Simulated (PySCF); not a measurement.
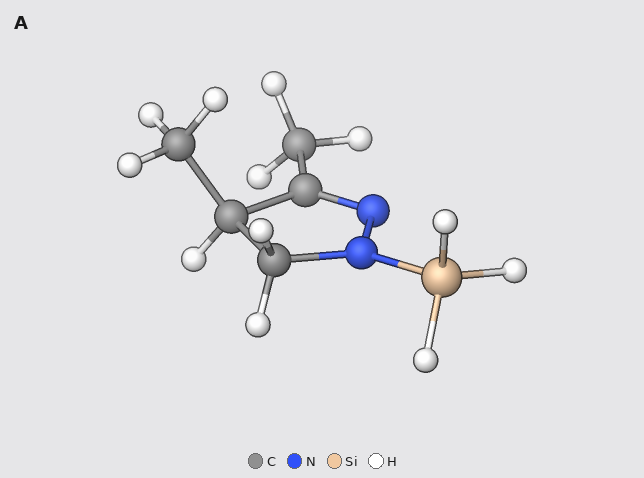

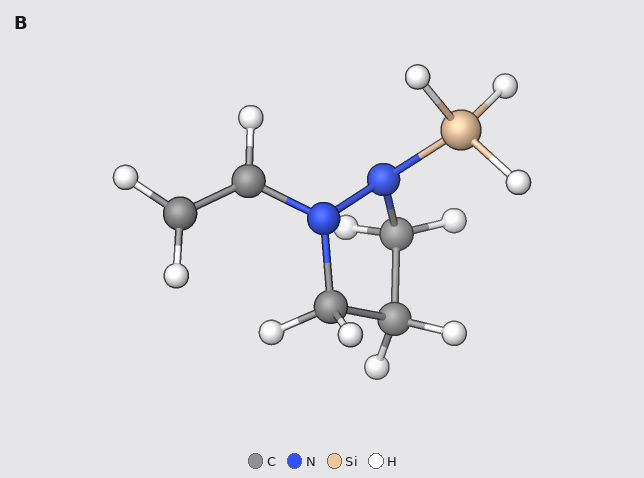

2 stationary structures of one formula. Geometries: GFN2-xTB. Electronic energies: PBE0/pcSseg-1 (PySCF 2.14.0), without zero-point energy. No frequency run is at hand to confirm each as a minimum. Each is one conformer, not always the lowest.

**Are they conformers, stereoisomers or constitutional isomers?**

They are constitutional isomers of C5H12N2Si: A `CC1=NN([SiH3])C[C@H]1C`, B `C=CN1CCCN1[SiH3]`.

**Rank them by energy, lowest first.**

A is lowest; B lies 97.7 kJ/mol above it.

The geometry is semi-empirical. Around Si such bond lengths and angles can be off by a tenth of an ångström or more and by several degrees, and values that hang on the shape move with them.
